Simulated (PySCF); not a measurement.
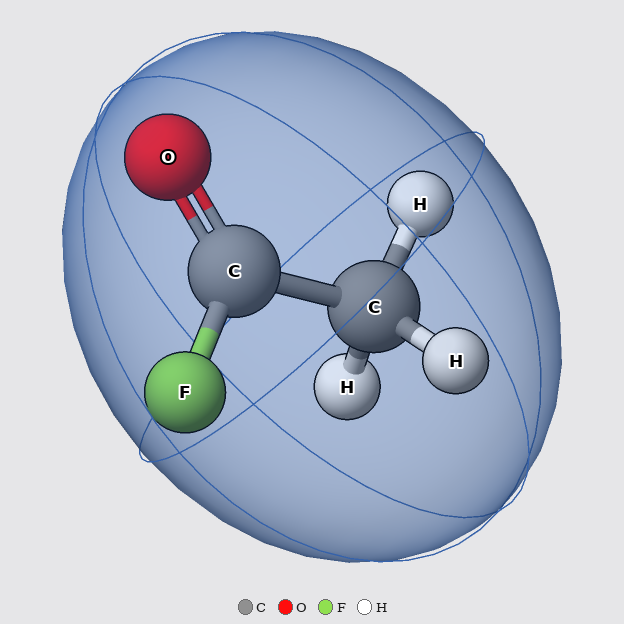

The ellipsoid shows the static dipole polarisability: its half-axes are proportional to the principal values. Computed geometry: PBE0-D3(BJ)/def2-SVP optimisation. No frequency run is at hand to confirm it as a minimum. Level of theory: B3LYP/def2-SVPD (PySCF 2.14.0).

### How large and how anisotropic is the polarisability?

Principal values 23.9, 30.3, 34.9 bohr³; mean 29.7 bohr³ (4.40 Å³); anisotropy 9.5 bohr³, so the longest axis is 1.46 times the shortest.
